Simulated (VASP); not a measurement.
Band structure of V₃Si (A15). Level of theory: PBE GGA, VASP's PBE PAW potentials (set 64) (plane waves; VASP).

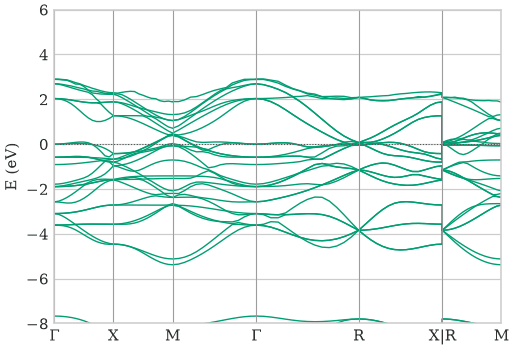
Figure. Bands along high-symmetry lines, zero at the valence-band maximum or, without a gap, the Fermi level

Problem. Read the plot: is there a gap, and where are the band edges?

Solution. It has no gap at this level: it comes out as a metal or semimetal. (Edges off the drawn lines would not show.)

The compound is V3Si in the A15 structure. It was relaxed first. The run is not spin-polarised, so no magnetic state was tried.
